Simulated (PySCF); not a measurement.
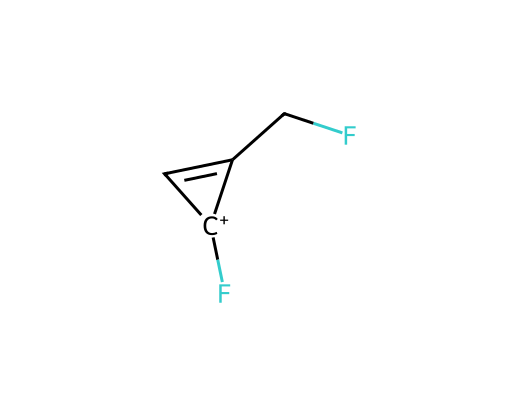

Skeletal drawing of a molecule. State: charge +1, singlet.

**Write the SMILES.**

FCc1c[c+]1F

**What is the molecular formula?**

C4H3F2, charge +1.

**An optimisation with GFN2-xTB gave a structure of which point group?**

Cs. Other conformers may differ.

The parts below concern this one geometry. Atoms keep their numbers from picture to picture. The geometry was computed by an optimisation with GFN2-xTB. No frequency run is at hand to confirm it as a minimum.

## Geometry

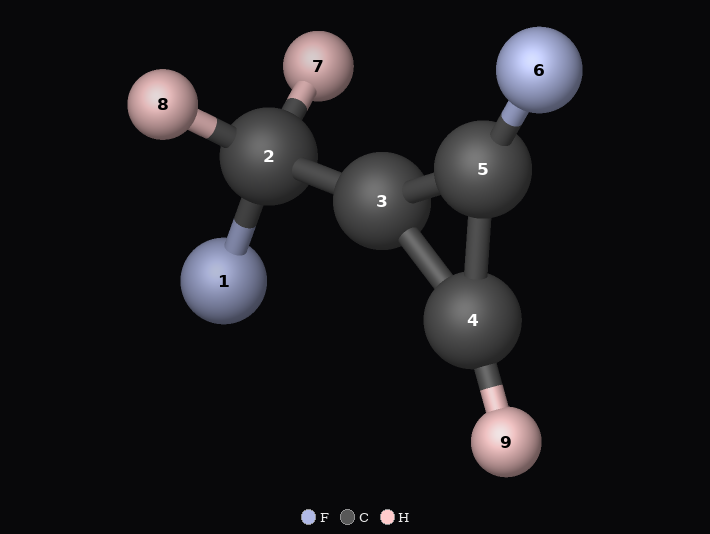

No frequency run is at hand to confirm it as a minimum.

Estimate the angles F1–C2–C3, F1–C2–H7, C3–C2–H7, C2–C3–C4, C2–C3–C5, C4–C3–C5, C3–C4–C5, C3–C4–H9, C5–C4–H9, C3–C5–C4, C3–C5–F6, C4–C5–F6.

```tsv
angle	degrees
F1–C2–C3	111.6
F1–C2–H7	108.4
C3–C2–H7	110.7
C2–C3–C4	148.2
C2–C3–C5	153.3
C4–C3–C5	58.5
C3–C4–C5	60.5
C3–C4–H9	148.5
C5–C4–H9	151.0
C3–C5–C4	61.1
C3–C5–F6	148.1
C4–C5–F6	150.8
```

## NMR shielding

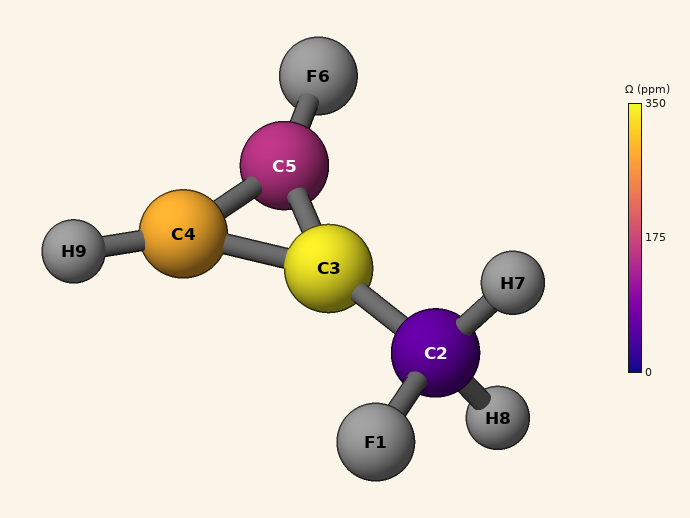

The C atoms are coloured by the span of their shielding tensor. No frequency run is at hand to confirm it as a minimum. Method: GIAO PBE0/pcSseg-1 NMR shielding, non-relativistic, gas phase (PySCF 2.14.0). Principal shieldings σ11 ≤ σ22 ≤ σ33, span Ω = σ33 − σ11, skew κ = 3(σiso − σ22)/Ω.

**Which C atom has the most anisotropic shielding?**

C3, with a span of 338 ppm.

Give the shielding tensors of the C atoms.

```json
{"atom": "C2", "σ11": "82.1", "σ22": "90.2", "σ33": "147.7", "σiso": "106.6", "Ω": "65.7", "κ": "0.75"}
{"atom": "C3", "σ11": "−166.3", "σ22": "0.1", "σ33": "172.1", "σiso": "2.0", "Ω": "338.4", "κ": "0.02"}
{"atom": "C4", "σ11": "−106.5", "σ22": "−3.6", "σ33": "182.3", "σiso": "24.1", "Ω": "288.8", "κ": "0.29"}
{"atom": "C5", "σ11": "−53.6", "σ22": "−27.7", "σ33": "100.4", "σiso": "6.3", "Ω": "153.9", "κ": "0.66"}
```

Shieldings and span in ppm.

## Charges

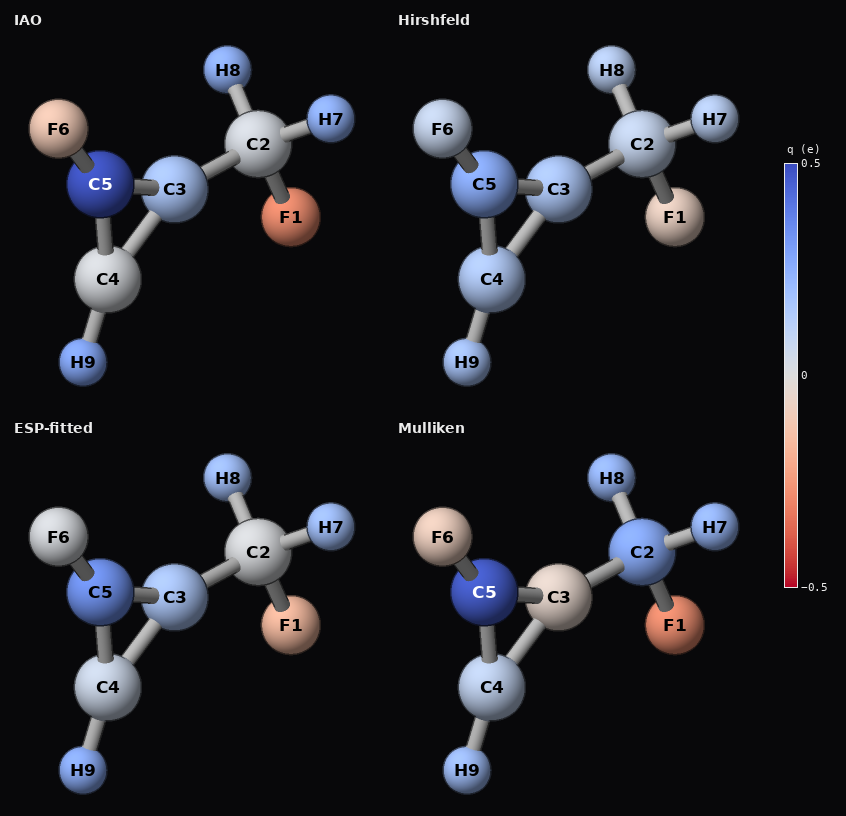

Atomic charges of one calculation by 4 schemes, on one colour scale. No frequency run is at hand to confirm it as a minimum. Computed with PBE0/pcSseg-1 (PySCF 2.14.0).

**On which atom do the schemes disagree most?**

On C2 (from 0.01 to 0.25 e); C5 (from 0.24 to 0.47 e).

List the charges (e), one line for each set of equivalent atoms.

```tsv
atom	IAO	Hirshfeld	ESP-fitted	Mulliken
F1	−0.27	−0.06	−0.15	−0.27
C2	0.02	0.08	0.01	0.25
C3	0.15	0.15	0.15	−0.04
C4	0.02	0.14	0.05	0.09
C5	0.47	0.24	0.32	0.45
F6	−0.10	0.07	0.01	−0.08
H7, H8	0.22	0.11	0.18	0.20
H9	0.26	0.16	0.24	0.19
```

## Electronic properties

No frequency run is at hand to confirm it as a minimum. Level of theory: PBE0/def2-SVPD, gas phase (PySCF 2.14.0). Excitations: vertical, linear response.

Predict the main results.

- HOMO energy (Kohn–Sham orbital): −15.42 eV
- LUMO energy (Kohn–Sham orbital): −7.84 eV
- HOMO–LUMO gap: 7.58 eV
- mean static polarisability: 39.9 bohr³
- lowest vertical singlet excitation: 6.53 eV
- its oscillator strength: 0.121

Mulliken values depend strongly on the basis set and can even reverse the polarity of a bond.
